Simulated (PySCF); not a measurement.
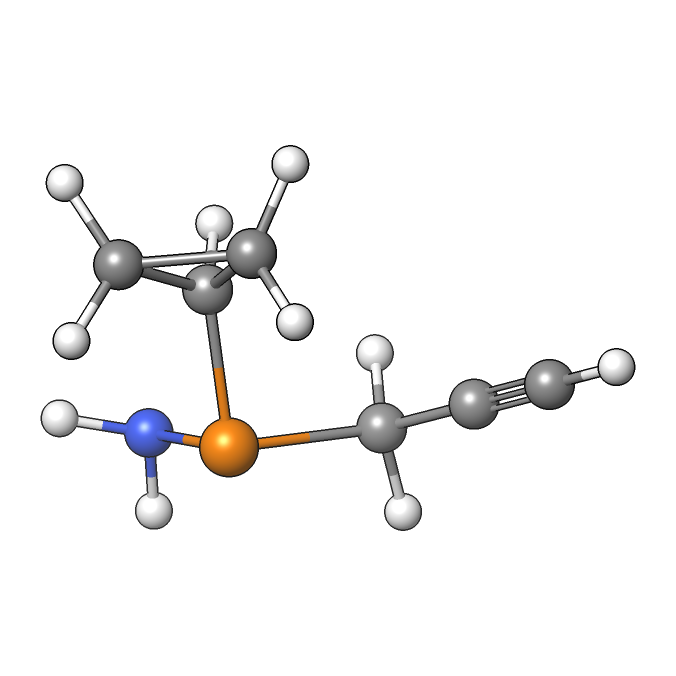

A ball-and-stick model of a molecule. Colours: carbon grey, phosphorus orange, nitrogen blue, hydrogen white.

Computed geometry: GFN2-xTB optimisation. No frequency run is at hand to confirm it as a minimum.

> Which formula does it have?

C6H10NP, 18 atoms: 6 carbon, 10 hydrogen, 1 nitrogen and 1 phosphorus.

> How many bonds of each kind are drawn?

8 C–H, 5 C–C, 2 C–P, 2 N–H, 1 N–P.

> Give the symmetry (Schoenflies symbol).

C1.

> Give a SMILES string for it.

C#CCP(N)C1CC1

More results for the same structure follow; atom numbers are the same in all pictures, views and colours differ.

### Shape

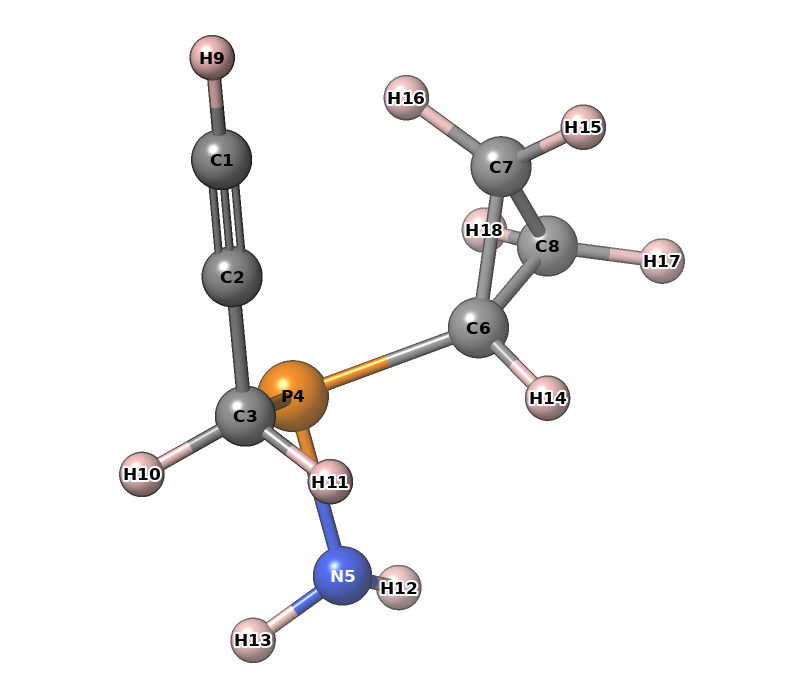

P4 lies behind C3. The molecule seen a little off the C3–P4 bond, C3 in front. Depth is shown by fading: the farther an atom, the more it takes the colour of the background. No frequency run is at hand to confirm it as a minimum.

> What is the torsion angle C2–C3–P4–N5? The sign is positive where the front bond must turn clockwise to cover the back bond.

165°, antiperiplanar (anti).

### Dipole moment

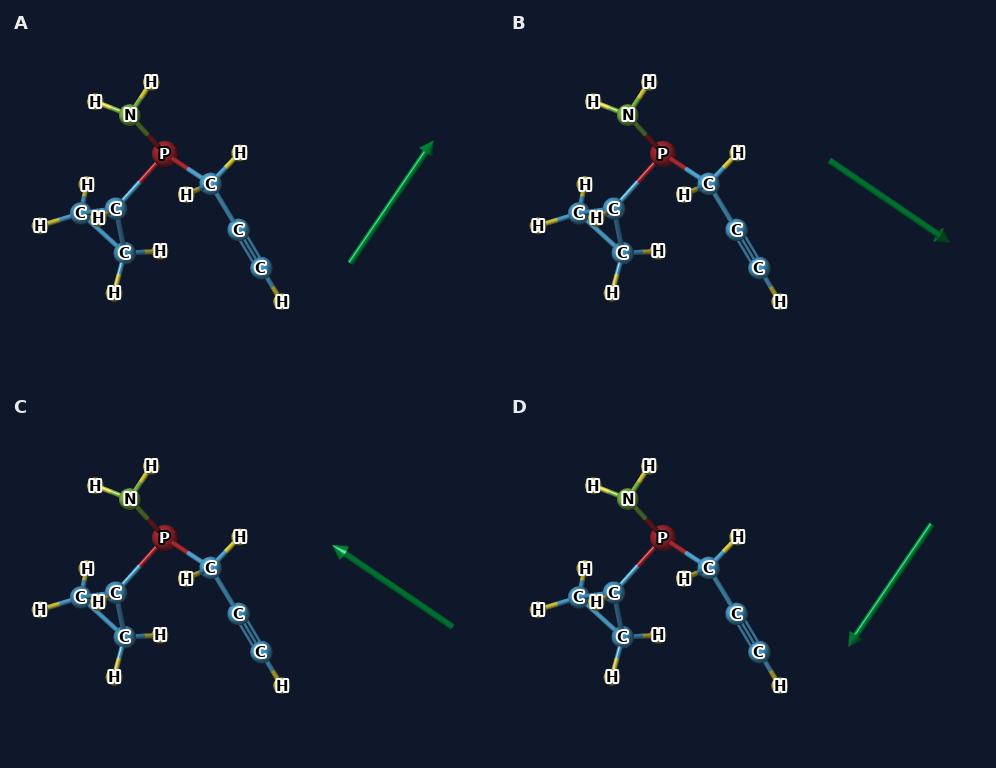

The same molecule four times, each with an arrow. No frequency run is at hand to confirm it as a minimum. Properties computed with PBE0/def2-SVPD, gas phase (PySCF 2.14.0).

> Which arrow points along the dipole moment, from the negative to the positive end?

C. The dipole moment is 1.33 D.

### Excitation

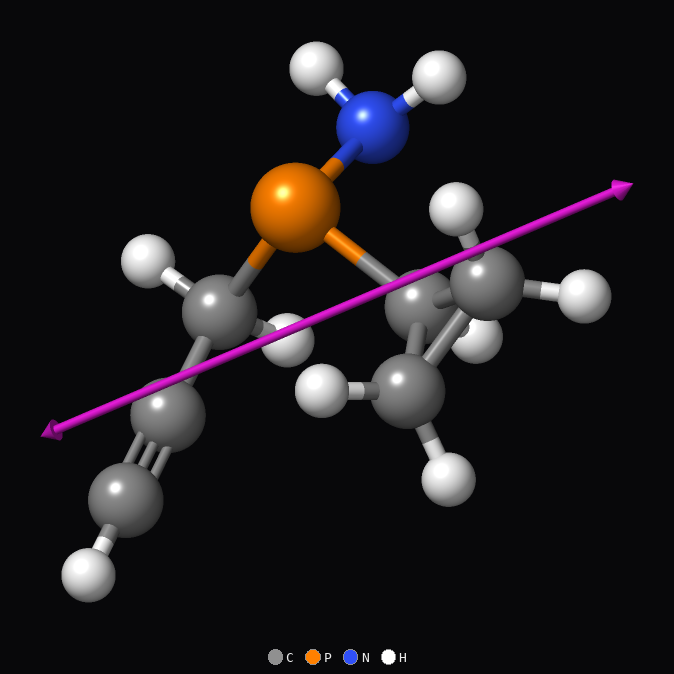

The double arrow shows the direction of the transition dipole to excited singlet state 2 (its length means nothing). No frequency run is at hand to confirm it as a minimum. Properties computed with TDDFT PBE0/def2-SVPD, vertical, gas phase, core orbitals frozen in the response (PySCF 2.14.0).

> Where does the transition lie, and how strong is it?

5.73 eV (216 nm), oscillator strength 0.092, mainly HOMO → LUMO+1 (weight 0.96); transition dipole 2.06 D.

### Polarisability

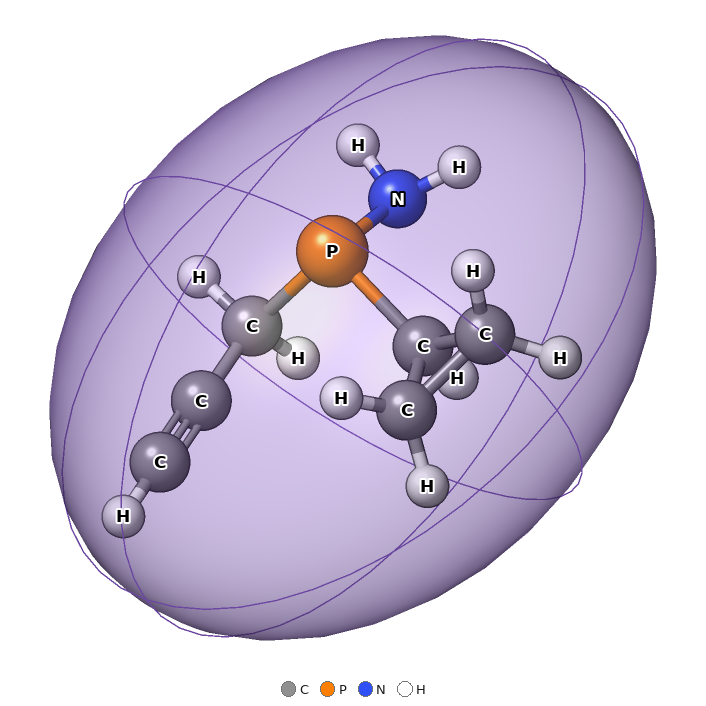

The ellipsoid shows the static dipole polarisability: its half-axes are proportional to the principal values. No frequency run is at hand to confirm it as a minimum. Computed with PBE0/def2-SVPD (PySCF 2.14.0).

> How large and how anisotropic is the polarisability?

Principal values 79.3, 104.1, 120.0 bohr³; mean 101.1 bohr³ (14.98 Å³); anisotropy 35.5 bohr³, so the longest axis is 1.51 times the shortest.

The geometry is semi-empirical. Around P such bond lengths and angles can be off by a tenth of an ångström or more and by several degrees, and values that hang on the shape move with them.
